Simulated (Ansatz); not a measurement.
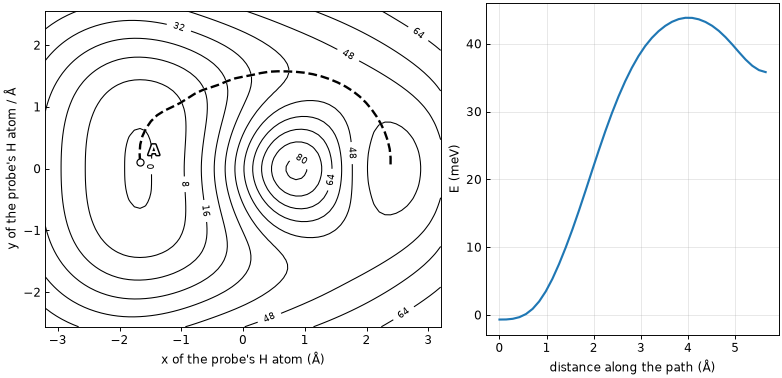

CH₅Bi with the probe H2O. The probe is moved over a plane parallel to the molecule's main plane, 2.78 Å above it. First axis: x of the probe's H atom. Second axis: y of the probe's H atom. Nothing is relaxed (molecule and probe rigid, the probe upright with H nearest the plane). The scan uses an 11 × 9 grid. All energies are given in meV relative to the lowest grid point. These are results of RKS PBE0-D4/def2-SVPD (Ansatz 0.2.0), not measurements.

The picture shows contour lines labelled in meV (none above 80), a line along the lowest path, the energy along the path at the right, the start A. Between grid points the surface is interpolated.

Q: Describe the path and its barrier.

A: The easiest path leads from the well at about x of the probe's H atom = −1.67 Å, y of the probe's H atom = 0.11 Å to the well at about x of the probe's H atom = 2.39 Å, y of the probe's H atom = 0.04 Å, about 36 meV higher. Its highest point lies about 45 meV above the bottom of the first well on the interpolated surface, at about x of the probe's H atom = 1.53 Å, y of the probe's H atom = 1.40 Å. Seen from the upper well the barrier is about 8 meV. This is the barrier on the constrained surface; relaxing the other coordinates would change it.
